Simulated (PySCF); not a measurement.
## Electronic structure of CuO (charge +1, triplet) in real space

```yaml
atoms:
  - { symbol: Cu, position_ang: [0.0000, 0.0000, -0.3680] }
  - { symbol: O, position_ang: [0.0000, 0.0000, 1.4480] }
```

All numbers below come from PBE0/def2-TZVPPD, non-relativistic Hamiltonian with scalar-relativistic core potentials where named, at a bond length of 1.816 Å in PySCF 2.14.0.

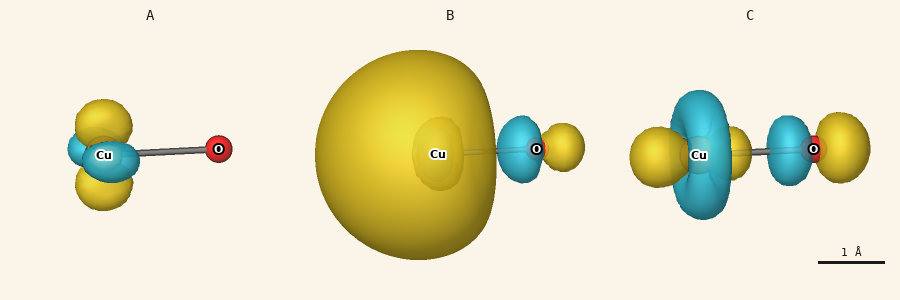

Figure 1. Three frontier α-spin orbitals, each drawn at the value that holds 80 % of its norm (yellow and cyan are the two phases), in no order; of a degenerate pair one member is drawn.

Label each orbital by symmetry, say whether it is occupied, and order them by energy.

Orbital A: δ, occupied in this spin, −17.29 eV; almost wholly on Cu.
Orbital C: σ, occupied in this spin, −16.38 eV; mainly on Cu (80 %).
Orbital B: σ, empty in this spin, −9.43 eV; mainly on Cu (95 %).

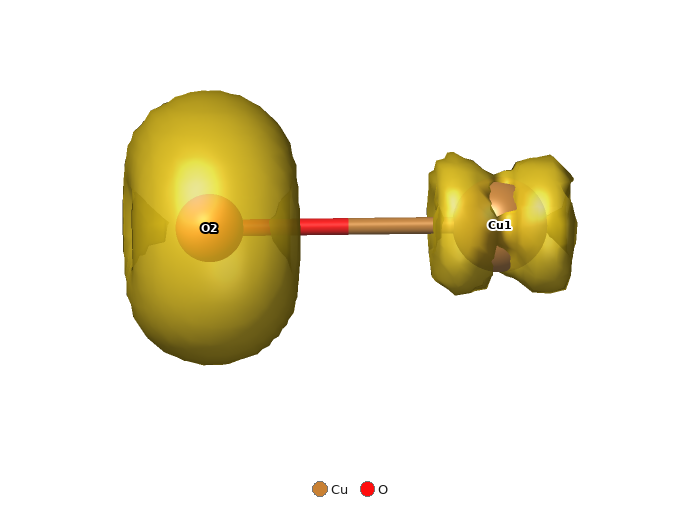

Figure 2. Isosurface of the spin density (α minus β) at +0.2 e/Å³ (yellow), seen from one side.

Describe the spin distribution.

The unpaired spin (2 electrons) lies mostly on O2 (about 1.7) and Cu1 (about 0.3), in electrons by Hirshfeld's partition.

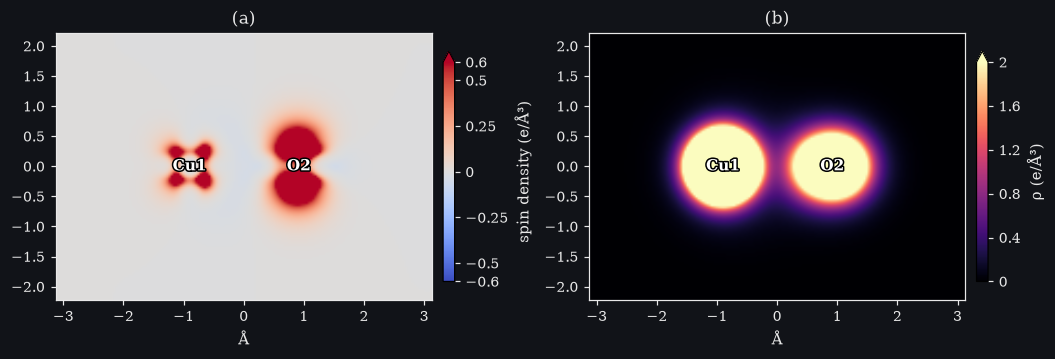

Figure 3. (a) spin density; (b) electron density on a plane that holds the molecular axis.

What does the map show?

The plane passes through Cu and O nuclei.
Cu–O (1.82 Å): ρ at the midpoint is about 0.84 e/Å³.

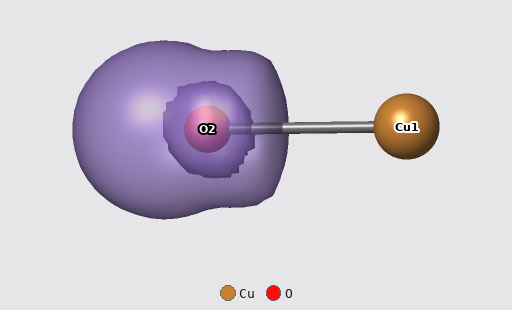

Figure 4. Isosurface of the electron localisation function at 0.75 (purple), seen from one side. Core shells and regions of very low density are left out.

Describe the localisation domains.

The surface consists of one region wrapped around O (its valence shell).


Cu–O (1.82 Å): the ELF peaks at about 0.90 in the valence shell of O, 0.6 Å from its nucleus, and is about 0.20 at the midpoint.
